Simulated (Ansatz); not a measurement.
BSiH7: several calculations on one system

### Relaxation

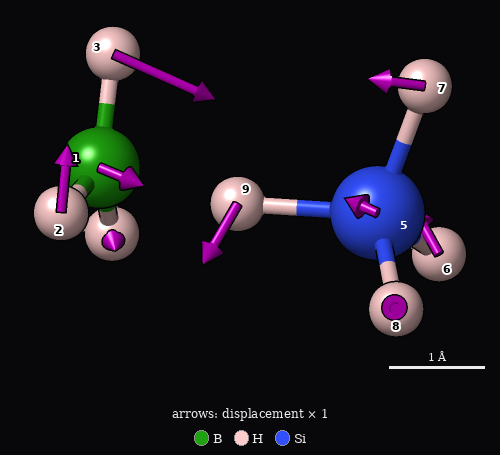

This is a relaxation of BSiH$_{7}$. The starting structure is drawn; purple arrows show the displacements, at their true length. The two geometries are superimposed by the best rigid fit.

Style: ball-and-stick. Shown at a tilt.

The run prepares an end point of a later path (reaction) calculation, from a guessed geometry.

The calculation used RKS PBE0-D4/def2-SVP in Ansatz 0.2.0.

Input
```yaml
crystal:
  periodic: [false, false, false]
  atoms:
    - { symbol: B, position_ang: [-0.005548, 0.427573, 0.057511] }
    - { symbol: H, position_ang: [-0.06674, 0.769317, 1.201451] }
    - { symbol: H, position_ang: [1.069196, 0.370623, -0.491198] }
    - { symbol: H, position_ang: [-1.023458, 0.278601, -0.576536] }
    - { symbol: Si, position_ang: [0.102171, -2.552929, 1.020177] }
    - { symbol: H, position_ang: [-0.761925, -3.190003, -0.010375] }
    - { symbol: H, position_ang: [1.52288, -2.970675, 0.864094] }
    - { symbol: H, position_ang: [-0.395143, -2.849402, 2.392936] }
    - { symbol: H, position_ang: [0.034267, -1.072905, 0.871741] }
basis:
  gaussian: { orbitals: def2-SVP }
hamiltonian:
  xc: pbe0
  dispersion: d4
relax:
  f_tol: 0.03
  max_steps: 50
```

Run as
```bash
ansatz run input.yaml --threads 1 --pin off --max-ram 2048MiB --backend cpu --events-out ev --progress --plain --runs-dir out
```

Atoms of which element are displaced furthest, and by how much?

Answer. Hydrogen: up to 1.21 Å, against 0.58 Å for boron.

What happened in the run?

Answer. Over 17 accepted moves (18 points after the start) the energy falls by 51.3 kJ/mol. Largest force component: 0.55 eV/Å at the start, 0.022 eV/Å at the end. The line search rejected the trial step at point 12 of the run. The largest move after the best rigid fit is that of H3, 1.21 Å. Largest moves by element: H 1.21 Å, B 0.58 Å, Si 0.43 Å. Among the contacts that change: H3–Si5 3.430 → 1.935 Å, B1–Si5 3.134 → 2.169 Å, B1–H9 1.708 → 1.292 Å, Si5–H9 1.489 → 1.671 Å. New bonds form, among them: B1–H9 (1.71 → 1.29 Å), B1–Si5 (3.13 → 2.17 Å). Among the angles between lasting bonds that change: H8–Si5–H9 105.9° → 85.2°, H6–Si5–H9 109.3° → 120.4°, H2–B1–H3 119.6° → 108.6°.

### Relaxation

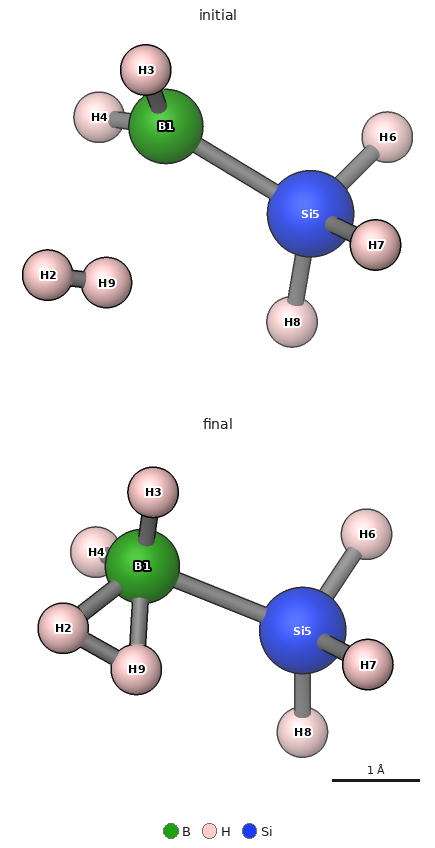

The structure of BSiH$_{7}$ before (top) and after (bottom) a relaxation, at one scale.

A ball-and-stick model, seen at a tilt.

The run prepares an end point of a later path (reaction) calculation, from a guessed geometry.

All numbers below come from RKS PBE0-D4/def2-SVP (Ansatz).

Input file:
```yaml
crystal:
  periodic: [false, false, false]
  atoms:
    - { symbol: B, position_ang: [-0.081479, -0.500166, -0.125347] }
    - { symbol: H, position_ang: [0.293825, 0.662314, 1.92023] }
    - { symbol: H, position_ang: [0.844389, 0.11442, -0.599575] }
    - { symbol: H, position_ang: [-1.173847, 0.014162, -0.198332] }
    - { symbol: Si, position_ang: [0.084163, -2.35734, 0.520979] }
    - { symbol: H, position_ang: [-0.392859, -3.219284, -0.610005] }
    - { symbol: H, position_ang: [1.459121, -2.82254, 0.885795] }
    - { symbol: H, position_ang: [-0.820468, -2.625337, 1.685629] }
    - { symbol: H, position_ang: [0.262856, -0.056029, 1.850426] }
basis:
  gaussian: { orbitals: def2-SVP }
hamiltonian:
  xc: pbe0
  dispersion: d4
relax:
  f_tol: 0.03
  max_steps: 50
```

Run as
```bash
ansatz run input.yaml --threads 1 --pin off --max-ram 2048MiB --backend cpu --events-out ev --progress --plain --runs-dir out
```

What changed between the two?

After 11 accepted moves (12 points after the start) the energy has fallen by 0.698 eV. The largest force component goes from 1.8 to 0.016 eV/Å. The line search rejected the trial step at point 5 of the run. The atom that moves furthest after the best rigid fit is H2 (0.69 Å). By element the largest moves are H 0.69 Å, B 0.48 Å, Si 0.13 Å. Some distances before and after: B1–H2 2.383 → 1.301 Å, B1–H9 2.054 → 1.281 Å, Si5–H9 2.664 → 2.153 Å, H2–H9 0.722 → 0.980 Å. New bonds form, among them: B1–H2 (2.38 → 1.30 Å), B1–H9 (2.05 → 1.28 Å). Among the angles between lasting bonds that change: H3–B1–Si5 122.9° → 107.2°, H4–B1–Si5 119.7° → 107.0°, H3–B1–H4 116.9° → 124.3°. Cost: 19 s on 1 thread of Arm Neoverse V2 (shared host), peak memory 0.12 GiB.

### Path

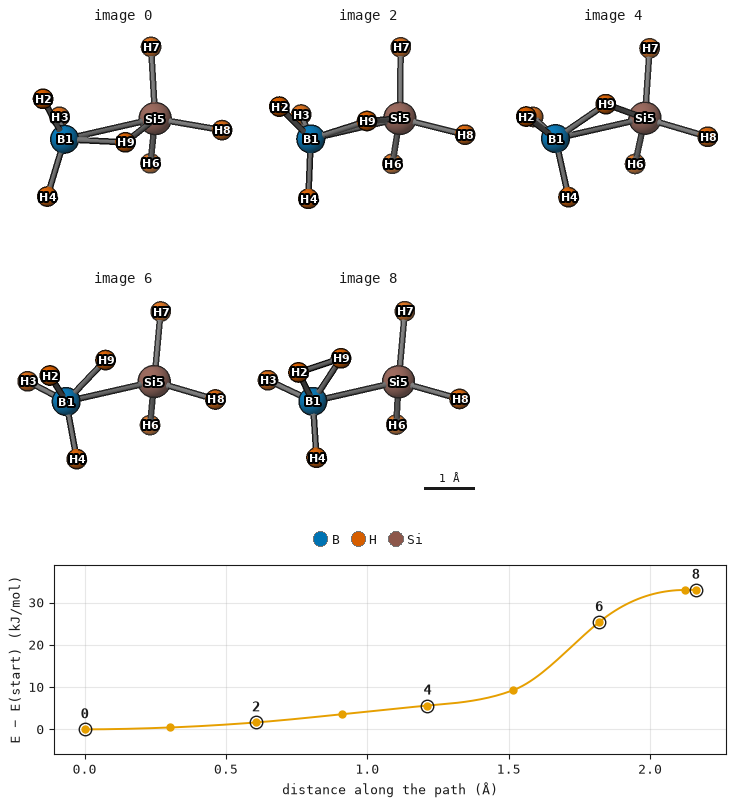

A search for the minimum-energy path of BSiH7 by the nudged elastic band. Images are numbered from 0 (start) to 8 (end). The picture is a ball-and-stick view, seen at a tilt.

All numbers below come from RKS PBE0-D4/def2-SVP in Ansatz 0.2.0. Settings: 7 movable images; climbing image; force threshold 0.05 eV/Å; iteration limit 60; starting path through a guess of the saddle point.

Question: What happens along the path, and what is the barrier?

Answer: No barrier shows: the energy is highest at the end, and the end lies 33.0 kJ/mol above the start. No bond forms or breaks between the ends. The band converged in 15 iterations. The largest component of the band force went from 3.5 to 0.032 eV/Å.

Cost: 2.4 min on 1 thread of Arm Neoverse V2 (shared host), peak memory 0.13 GiB.
